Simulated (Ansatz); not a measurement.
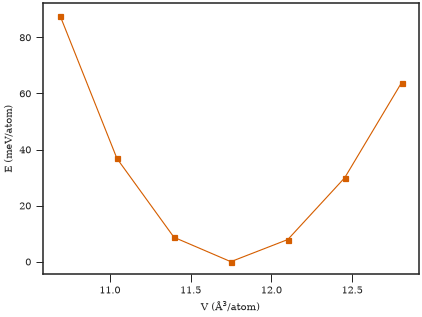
Fig. 1. Cr3Ge (A15 (Cr3Si type), space group No. 223) under volume change, r²SCAN (plane waves, PAW; program Ansatz), scaled uniformly.

Q: What does a third-order Birch–Murnaghan fit give for V₀, B₀ and B′?

A: V₀ = 11.75 Å³/atom, B₀ = 250 GPa, B′ = 4.3.

Space group Pm-3n (A15 (Cr3Si type)). The workflow started from a Materials Project entry (that database holds measured and hypothetical structures alike); the Crystallography Open Database copy checked does not list it. Its standing as an ambient phase is unchecked. The cell was relaxed with r²SCAN under the symmetry of its start; whether a distortion lowers the energy is not shown. No spin polarisation was allowed.

Potentials: the later of the program's two PAW sets.
